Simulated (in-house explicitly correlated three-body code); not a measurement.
Two electrons around a point charge Z = 4.3. Computed variationally in 260 exponentially correlated functions with an in-house code, non-relativistic, converged to about 10⁻⁷ hartree. Wanted, and plotted below: the exact exchange and correlation potentials of the ground state, from inverting its density, with the radial density dashed.

The exchange potential, minus half the Hartree potential for two paired electrons, rises from −3.90 hartree at 0.048 bohr to −0.88 at 1.1 bohr, tending to −1/r far out. The correlation potential is −0.039 hartree at the inner end, crosses zero near 0.14 bohr and has a positive maximum of 0.023 hartree near 0.29 bohr; the density peaks at 0.25 bohr. The LDA correlation potential, by contrast, is negative everywhere. The Kohn-Sham level equals minus the binding of the second electron, −182.7 eV.

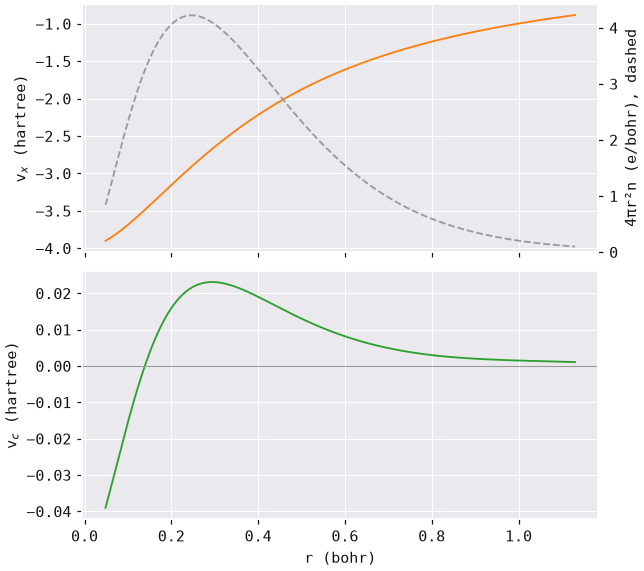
